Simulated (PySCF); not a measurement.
SMILES [CH2]C (C2H5), doublet at its PBE0/def2-SVP optimised geometry (Å):

```
7

C      0.3403     0.5777     0.0000
C     -0.4224    -0.6760    -0.2057
H      1.4334     0.5777     0.0000
H     -0.1621     1.5484     0.0000
H     -0.5614    -0.9068    -1.2823
H      0.0896    -1.5484     0.2312
H     -1.4334    -0.6215     0.2292
```

Level of theory: PySCF with unrestricted PBE0/def2-TZVP. Cells within 0.4 Å of a nucleus heavier than hydrogen are left out (blank, or x).

Map of the deformation density (molecule minus spherical neutral atoms) (e/bohr³) on the plane z = 0.0 Å:

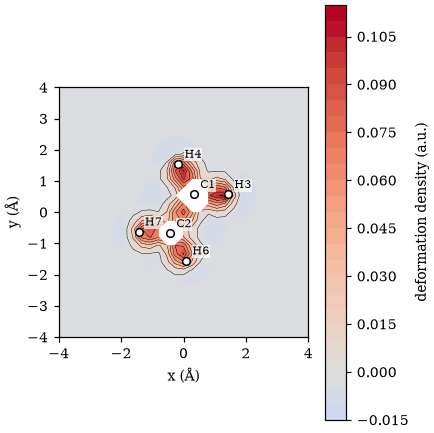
Figure: Deformation density (molecule minus spherical neutral atoms) (e/bohr³) on the plane z = 0.0 Å.
